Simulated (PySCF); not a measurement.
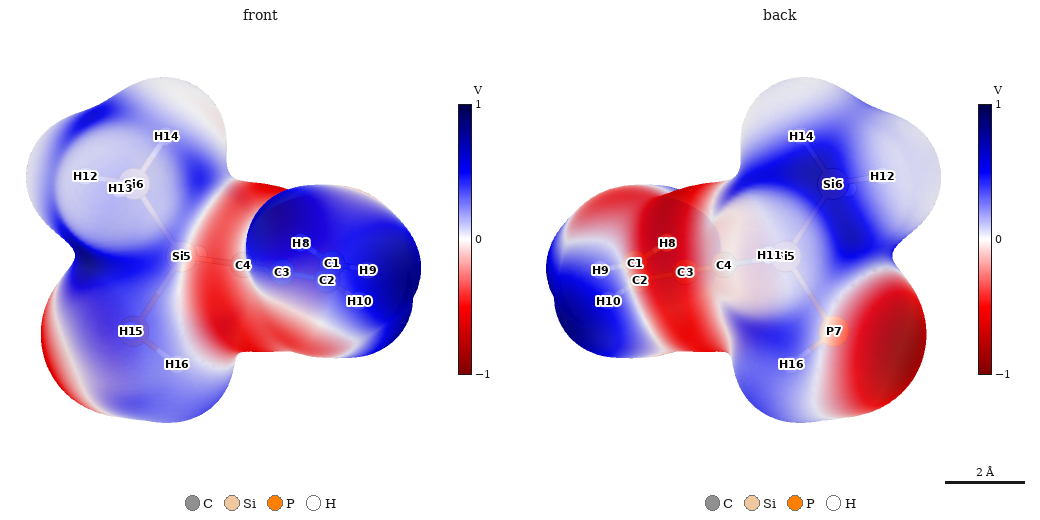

The picture shows: C4H9PSi2. The molecular electrostatic potential painted on the density surface at 0.001 e/bohr³, seen from the front and from behind; the colour scale runs from red (negative) to blue (positive).

Geometry: GFN2-xTB.

The calculation used PBE0/pcSseg-1, SCF density, gas phase, non-relativistic in PySCF.

Input file:

```
{"job": {"kind": "nmr", "xc": "PBE0", "basis": "pcSseg-1"}, "charge": 0, "multiplicity": 1}
C      3.469077    -0.836603    -0.516398
C      2.800447     0.273636    -0.812735
C      1.447549     0.476696    -0.477845
C      0.289898     0.682053    -0.182118
Si    -1.507434     0.884096     0.205776
Si    -2.115838    -0.414355     2.035028
P     -2.717654     0.342929    -1.623872
H      3.000835    -1.653877     0.006569
H      4.503204    -0.960048    -0.788345
H      3.275955     1.092183    -1.340113
H     -1.707776     2.339047     0.344299
H     -3.534713    -0.271063     2.367904
H     -1.864211    -1.841661     1.818613
H     -1.341326    -0.006024     3.207263
H     -2.207390    -0.937110    -1.729679
H     -1.798222     0.839046    -2.525758
```

Command:

```sh
OMP_NUM_THREADS=1 python probes_run.py task.json out
```

Question: Which sites attract a positive test charge, and which a negative one?

Answer: A positive charge is drawn to the negative regions and a negative charge to the positive ones. The most negative region (about −0.9 V) lies over P7, the most positive (about +0.8 V) over Si6, H9 and H10.

Question: How polar is the molecule by this calculation?

Answer: Its dipole moment is 1.80 D.
